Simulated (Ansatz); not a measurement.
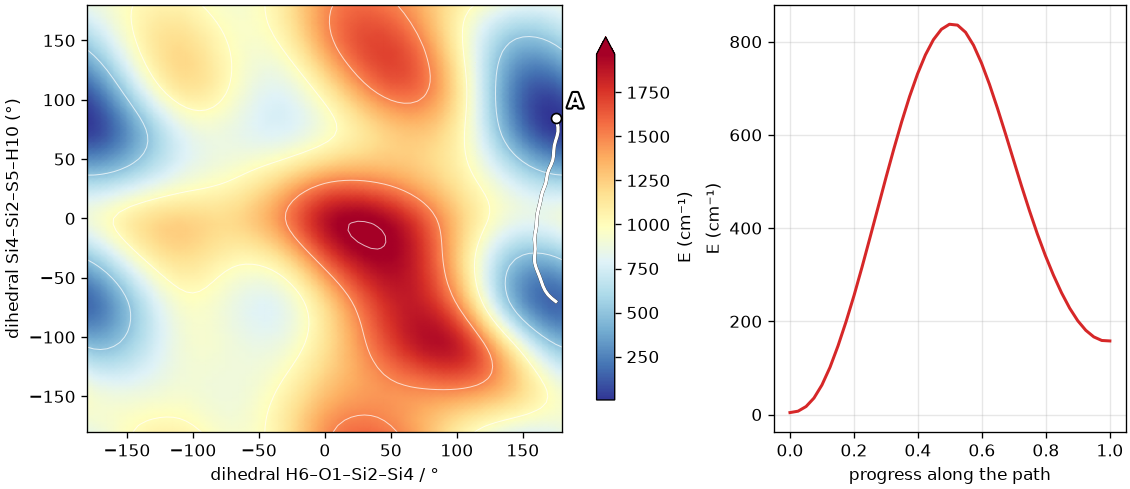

FH5OSSi2, SMILES O[Si](F)([SiH3])S. 
- Coordinates scanned: (1) dihedral H6–O1–Si2–Si4; (2) dihedral Si4–Si2–S5–H10.
- Nothing is relaxed (all other coordinates rigid).
- Grid: 10 × 10 points.
- All energies are given in cm⁻¹ relative to the relaxed molecule at the same level.
- Level of theory: Ansatz, RKS PBE0-D4/def2-SVP.

The picture shows a smooth colour map with a few white contour lines, a line along the lowest path, one colour for all values above the top of the scale, the energy along the path at the right, the start A. Between grid points the surface is interpolated.

Describe the path and its barrier.

Answer. The easiest path leads from the well at about dihedral H6–O1–Si2–Si4 = 175°, dihedral Si4–Si2–S5–H10 = 85° to the well at dihedral H6–O1–Si2–Si4 = −180°, dihedral Si4–Si2–S5–H10 = −72°, about 154 cm⁻¹ higher (on a rigid scan; wells that are mirror images or exchange like atoms can differ by this much). Its highest point lies about 830 cm⁻¹ above the bottom of the first well on the interpolated surface, at about dihedral H6–O1–Si2–Si4 = 160°, dihedral Si4–Si2–S5–H10 = 5°. Seen from the upper well the barrier is about 680 cm⁻¹. The start is the relaxed structure and all else is held, so a fully relaxed path at this level can only be lower.
